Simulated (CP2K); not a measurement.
**C2H4BClO (SMILES BOC(=C)Cl), run twice**

Wanted: the energy of C2H4BClO, AM1.

The results are computed with CP2K 2026.2.

4 further runs of the same task are left out: 4 set aside as unsound or not needed.

## 1. The system as given

C2H4BClO has 9 atoms, charge 0, and is taken as a singlet. As SMILES, `BOC(=C)Cl`. Geometry: relaxed at GFN2-xTB. This is one conformer, not always the lowest.

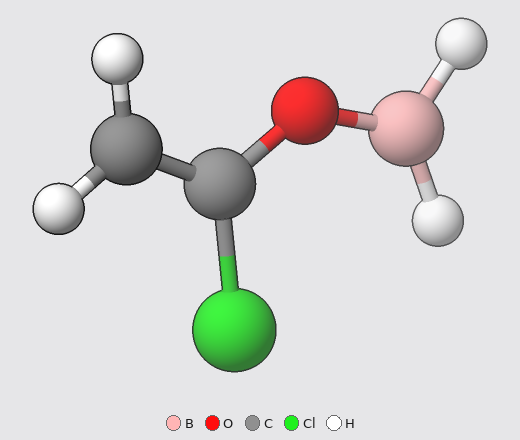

The structure, seen from a chosen angle (boron pink, oxygen red, carbon grey, chlorine green, hydrogen white).

## 2. First attempt

Contents of molecule.inp:

```
&GLOBAL
   PROJECT molecule
   RUNTYPE ENERGY
   PRINT_LEVEL MEDIUM
&END GLOBAL
&FORCE_EVAL
   METHOD QS
   &DFT
      CHARGE 0
      MULTIPLICITY 1
      ! Quickstep
      &QS
         METHOD AM1
         EPS_DEFAULT 1.0E-10
         &SE
            &COULOMB
               CUTOFF [angstrom] 50
               RC_RANGE [angstrom] 0
            &END COULOMB
            &EXCHANGE
               CUTOFF [angstrom] 50
               RC_RANGE [angstrom] 0
            &END EXCHANGE
         &END SE
      &END QS
      &POISSON
         PERIODIC NONE
         POISSON_SOLVER ANALYTIC
      &END POISSON
      ! self-consistent field
      &SCF
         SCF_GUESS ATOMIC
         EPS_SCF 1.0E-06
         MAX_SCF 80
         ADDED_MOS 4
         &DIAGONALIZATION
            ALGORITHM STANDARD
         &END DIAGONALIZATION
         &MIXING
            METHOD DIRECT_P_MIXING
            ALPHA 0.4
         &END MIXING
      &END SCF
      &PRINT
         &MOMENTS
            PERIODIC F
            REFERENCE COM
            MAX_MOMENT 1
         &END MOMENTS
         &MO ON
            ENERGIES T
            OCCUPATION_NUMBERS T
            NDIGITS 6
            &EACH
               QS_SCF 0
            &END EACH
            ADD_LAST NUMERIC
         &END MO
         &HIRSHFELD OFF
         &END HIRSHFELD
      &END PRINT
   &END DFT
   &SUBSYS
      &CELL
         ABC [angstrom] 17 21.2 19.8
         PERIODIC NONE
      &END CELL
      &COORD
         B      8.304875    12.220200     9.169530
         O      8.359695    11.175950     9.999410
         C      8.659515     9.892260     9.787770
         C      8.701935     9.003520    10.770670
         Cl     8.999405     9.397470     8.152670
         H      8.000595    13.224840     9.688430
         H      8.539645    12.152330     8.019870
         H      8.493245     9.308150    11.780130
         H      8.943615     7.975160    10.586270
      &END COORD
   &END SUBSYS
&END FORCE_EVAL
```

Command:

```console
$ OMP_NUM_THREADS=1 cp2k.psmp -i molecule.inp > molecule.out 2>&1
```

What it wrote:

```text
Possible matches for unknown keyword

 RUNTYPE

   keyword RUN_TYPE in section %__ROOT__%GLOBAL score:  109
   enum RTP in section %__ROOT__%GLOBAL for keyword RUN_TYPE score:  106
   enum AUTO in section %__ROOT__%GLOBAL for keyword ELPA_KERNEL score:  105
   enum NONE in section %__ROOT__%GLOBAL for keyword RUN_TYPE score:  105
   enum PINT in section %__ROOT__%GLOBAL for keyword RUN_TYPE score:  105

 *******************************************************************************
 *   ___                                                                       *
 *  /   \                                                                      *
 * [ABORT]                                                                     *
 *  \___/           found an unknown keyword RUNTYPE in section GLOBAL         *
 *    |                                                                        *
 *  O/|                                                                        *
 * /| |                                                                        *
 * / \                                               input/input_parsing.F:253 *
 *******************************************************************************

 ===== Routine Calling Stack =====

            3 section_vals_parse
            2 section_vals_parse
            1 read_input

Program received signal SIGABRT: Process abort signal.
```

Run time: 0.46 s. Hardware: 1 thread of Arm Neoverse N1, shared host; peak memory 0.13 GiB.

## 3. Diagnosis

The program refused the input.

The log says `Possible matches for unknown keyword`. What is wrong: the input text is malformed or holds a word that the program doesn't know.

## 4. The mended input

Contents of gas.inp:

```
&GLOBAL
   PROJECT gas
   RUN_TYPE ENERGY
   PRINT_LEVEL MEDIUM
&END GLOBAL

&FORCE_EVAL
   METHOD QS
   &DFT
      CHARGE 0
      MULTIPLICITY 1
      ! Quickstep
      &QS
         METHOD AM1
         EPS_DEFAULT 1.0E-10
         &SE
            &COULOMB
               CUTOFF [angstrom] 50
               RC_RANGE [angstrom] 0
            &END COULOMB
            &EXCHANGE
               CUTOFF [angstrom] 50
               RC_RANGE [angstrom] 0
            &END EXCHANGE
         &END SE
      &END QS
      &POISSON
         PERIODIC NONE
         POISSON_SOLVER ANALYTIC
      &END POISSON
      ! SCF settings
      &SCF
         SCF_GUESS ATOMIC
         EPS_SCF 1.0E-06
         MAX_SCF 80
         ADDED_MOS 4
         &DIAGONALIZATION
            ALGORITHM STANDARD
         &END DIAGONALIZATION
         &MIXING
            METHOD DIRECT_P_MIXING
            ALPHA 0.4
         &END MIXING
      &END SCF
      &PRINT
         &MOMENTS
            PERIODIC F
            REFERENCE COM
            MAX_MOMENT 1
         &END MOMENTS
         &MO ON
            ENERGIES T
            OCCUPATION_NUMBERS T
            NDIGITS 6
            &EACH
               QS_SCF 0
            &END EACH
            ADD_LAST NUMERIC
         &END MO
         &HIRSHFELD OFF
         &END HIRSHFELD
      &END PRINT
   &END DFT
   &SUBSYS
      &CELL
         ABC [angstrom] 17 21.2 19.8
         PERIODIC NONE
      &END CELL
      &COORD
         B      8.304875    12.220200     9.169530
         O      8.359695    11.175950     9.999410
         C      8.659515     9.892260     9.787770
         C      8.701935     9.003520    10.770670
         Cl     8.999405     9.397470     8.152670
         H      8.000595    13.224840     9.688430
         H      8.539645    12.152330     8.019870
         H      8.493245     9.308150    11.780130
         H      8.943615     7.975160    10.586270
      &END COORD
   &END SUBSYS
&END FORCE_EVAL
```

Command:

```console
$ OMP_NUM_THREADS=1 cp2k.psmp -i gas.inp -o gas.out
```

What it wrote:

```text
CP2K| version string:                                       CP2K version 2026.2
[...]
 GLOBAL| Method name                                                        CP2K
[...]
 GLOBAL| Run type                                                         ENERGY
[...]
                             - Atoms:                                          9
[...]
                             - Spherical basis functions:                     24
[...]
 Number of electrons:                                                         28
[...]
     1 P_Mix/Diag. 0.40E+00    0.0     0.91036412       -32.7424113398 -3.27E+01
[...]
    19 DIIS/Diag.  0.13E-06    0.0     0.00000026       -39.4796892688 -2.22E-12
  *** SCF run converged in    19 steps ***
  Core-core repulsion energy [eV]:                           1937.69281825928078
  Core Hamiltonian energy [eV]:                             -1718.16380073746745
  Two-electron integral energy [eV]:                        -2587.65199350333205
  Electronic energy [eV]:                                   -3011.98979748913371
  Total energy [eV]:                                        -1074.29697922985292
  Atomic reference energy [eV]:                              1072.81527613408730
  Heat of formation [kcal/mol]:                               -34.16888781976983
[...]
 SE_DIPOLE| Moment [Debye]          0.01405567       0.09474337      -0.44707886
 SE_DIPOLE| Derivative [a.u.]       0.00000000       0.00000000       0.00000000
 ENERGY| Total FORCE_EVAL ( QS ) energy [hartree]            -39.479689268762137
[...]
```

Wall time 0.4 s (1 thread of Arm Neoverse N1, shared host); peak memory 0.14 GiB.

## 5. Summary of results

At AM1:

| quantity | value |
| --- | --- |
| total energy | -39.47969 Eh |
| dipole moment | 0.46 D |
| HOMO energy | -10.03 eV |
| LUMO energy | 0.54 eV |
| HOMO–LUMO gap | 10.58 eV |
| heat of formation | -34.2 kcal/mol |
